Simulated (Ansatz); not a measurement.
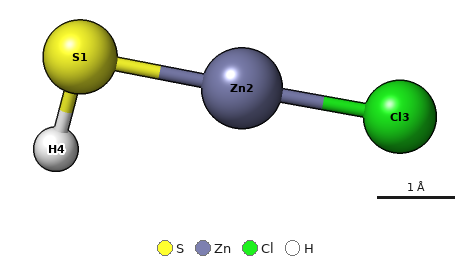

**Figure 1.** The structure (ball-and-stick view, seen at a tilt; atoms are numbered from 1 in the order of the input). Sticks mark near contacts.

## Run report: ZnHSCl (charge +4), single-point calculation

ZnHSCl, charge +4, computed with RKS r2SCANh/aug-cc-pVTZ (Ansatz 0.2.0).

Some settings of this run were made unusual or wrong on purpose. The geometry comes from this level: PBE0-D4/def2-TZVP.

**The input**
```yaml
crystal:
  periodic: [false, false, false]
  atoms:
    - {symbol: S, position_ang: [-0.520342, 1.236021, -0.882898]}
    - {symbol: Zn, position_ang: [-0.030697, -0.669042, -0.008570]}
    - {symbol: Cl, position_ang: [0.430132, -2.537068, 0.821261]}
    - {symbol: H, position_ang: [0.176408, 1.909689, 0.049907]}
basis:
  gaussian: {orbitals: aug-cc-pVTZ, final_grid: {core_spheres: 8, valence_spheres: 7, degree: 23}}
total_charge: 4
hamiltonian: {xc: {name: r2SCANh}, pseudopotentials: {relativity: none}}
accuracy: high
```

Hardware: 4 threads of Arm Neoverse V2, 23 GiB of memory available, shared host.

Launched with:
```bash
ansatz run in.yaml --threads 4 --pin off --events-out ev --progress --plain --max-ram 10444MiB
```

**What the program printed**
```
Functional definition: r2SCANh
  name "r2SCANh"
  cite "Bursch, Neugebauer, Ehlert & Grimme, J. Chem. Phys. 156, 134105 (2022) doi:10.1063/5.0086040"
  cite "Furness, Kaplan, Ning, Perdew & Sun, J. Phys. Chem. Lett. 11, 8208 (2020) doi:10.1021/acs.jpclett.0c02405"
  cite "Furness, Kaplan, Ning, Perdew & Sun, J. Phys. Chem. Lett. 11, 9248 (2020) doi:10.1021/acs.jpclett.0c03077"
  parent r2scan
  parameter a = 0.1
  parameter k0 = 0.174
  parameter k1 = 0.065
  parameter a1 = 4.9479
  exchange = (1 - a)*r2scan_x(k0 = k0, k1 = k1, a1 = a1) + a*exact_x
  correlation = r2scan_c
3150 factors; integrals over basis functions are off by at most 4.1e-9 eV
mean field evaluation 1: about -71672.2385 eV, gradient 1.4e2 eV
mean field evaluation 2: about -71435.6196 eV, gradient 3.3e2 eV
mean field evaluation 4: about -71649.7867 eV, gradient 1.1e2 eV
mean field evaluation 8: about -71714.0683 eV, gradient 1.4e0 eV
mean field evaluation 16: about -71714.1353 eV, gradient 4.1e-2 eV
mean field evaluation 32: about -71714.0856 eV, gradient 4.0e0 eV
mean field -71714.13533958 eV, -2635.4458641427 hartree, gradient 7.4e-8 eV, S^2 0.000000; 4 other end points of the search recorded, 0 dependent functions left out
reference -71714.13534160 eV, -2635.4458642168 hartree; 30, 30 occupied and 186, 186 virtual orbitals, 3150 factors
Total energy: -71714.13534160 eV, -2635.4458642168 hartree
```

**What the run reported**

- outcome: converged
- total energy: −71714.1353 eV
- SCF solution under orbital rotations: stable
- wall time: 22 s (CPU time 81 s)
- peak memory: 1.3 GiB

**What went wrong**

This input holds a deliberate fault: charge. The run converged all the same; its numbers are those of the faulty input and shouldn't be used.
